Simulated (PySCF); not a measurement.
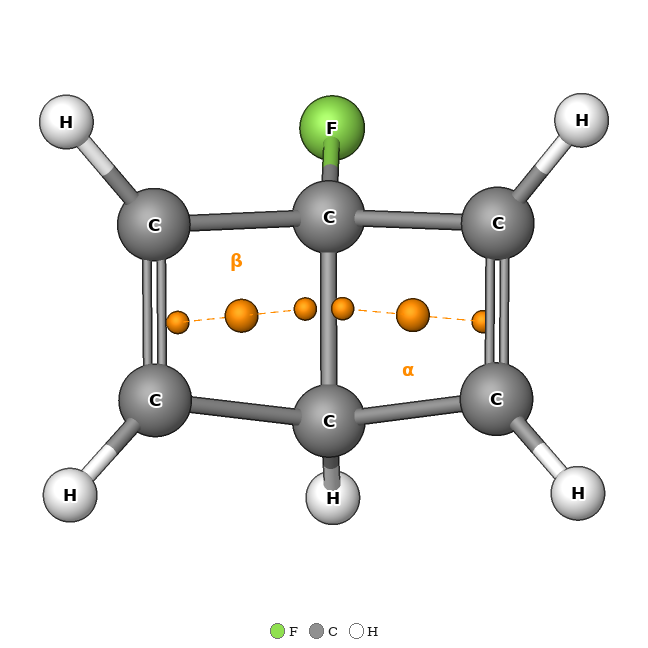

The small points mark where nucleus-independent chemical shifts (NICS) were computed: at the centre of each lettered ring and 1 Å above and below it. The geometry was computed by an optimisation with PBE0-D3(BJ)/def2-SVP. No frequency run is at hand to confirm it as a minimum. Level of theory: GIAO PBE0/def2-TZVP NMR shielding, non-relativistic, gas phase (PySCF 2.14.0).

Give NICS(0), NICS(1) and the out-of-plane component NICS(1)zz for each ring (means of the two sides).

```csv
ring,members,NICS(0),NICS(1),NICS(1)zz
α,C4,−0.2,−1.0,1.1
β,C4,−0.1,−1.0,1.1
```

Values in ppm.
